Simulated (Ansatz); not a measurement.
Base system: SiC in the zinc blende structure (space group F-43m, No. 216; a = 4.329 Å).

One thing is altered: the cell is scaled by 0.9950 in all directions; the atoms relax in the strained cell.

Level of theory: LDA/PAW in Ansatz (an electronic-structure program), no spin-orbit coupling.

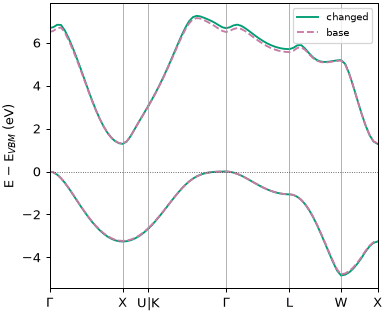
Highest valence and lowest conduction band along the path, each from its own valence-band maximum

**Question.** From the figure, how large is the changed gap, and is it direct?

**Answer.** About 1.3 eV, indirect, Γ → X.

Gaps are read on the SCF mesh and a high-symmetry path. Whether these cells are dynamically stable was not tested.
